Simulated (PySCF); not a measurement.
C₅H₁₁F₃N₂Si, SMILES N[SiH2]N1CCC[C@@H]1C(F)(F)F, geometry in Å:

```xyz
22

N      3.1251     0.2794    -0.2877
Si     1.9665    -0.9053     0.1893
N      0.2712    -0.5629    -0.0554
C     -0.3975    -0.7102    -1.3460
C     -1.8173    -0.1765    -1.1296
C     -2.0160    -0.2717     0.3816
C     -0.6146    -0.0105     0.9356
C     -0.3506     1.4711     1.1786
F     -1.1595     1.9614     2.1233
F      0.9120     1.6666     1.5957
F     -0.5156     2.2165     0.0816
H      3.1020     1.2031     0.1302
H      3.4526     0.3167    -1.2454
H      2.0892    -1.1543     1.6539
H      2.2791    -2.1110    -0.6345
H     -0.4099    -1.7720    -1.6558
H      0.1155    -0.1500    -2.1477
H     -1.8843     0.8716    -1.4528
H     -2.5689    -0.7466    -1.6939
H     -2.3139    -1.2904     0.6718
H     -2.7715     0.4223     0.7762
H     -0.4739    -0.4804     1.9253
```

Simulated rotational absorption lines between 2 and 20 GHz at 2 K: rigid rotor with the equilibrium constants and dipole of one optimised conformer (PBE0-D3(BJ)/def2-SVP, PySCF 2.14.0), commonest isotopes; no centrifugal distortion, hyperfine structure, internal rotation or nuclear-spin weights; lines within 1 MHz of each other are summed.

What are the rotational constants, and what kind of rotor is it?

Rotational constants A, B, C = 1.233, 0.8732, 0.6259 GHz; Ray's κ = −0.19, an asymmetric top on the prolate side.

Which dipole components drive the lines?

|μa|, |μb|, |μc| = 0.31, 1.73, 0.68 D; b-type lines carry 86 % of the intensity in this range.

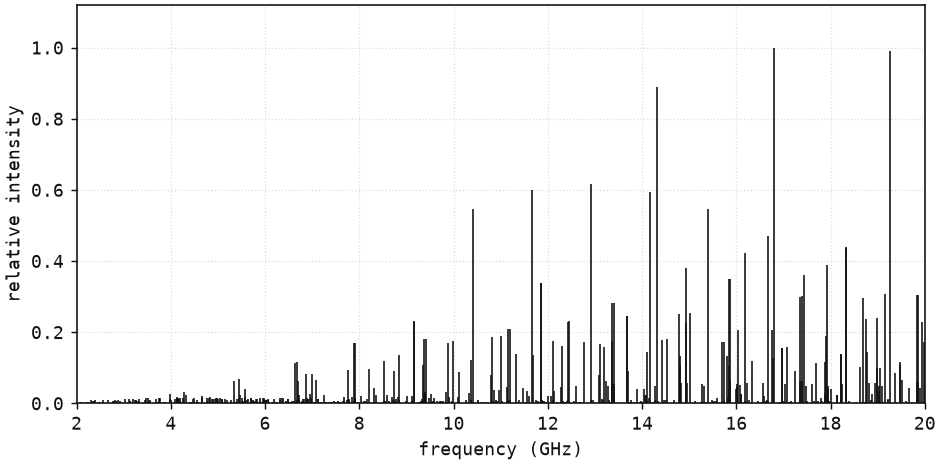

Note: coarse grid, loose stop and no frequency check, small forces are noise and the end may be a saddle.
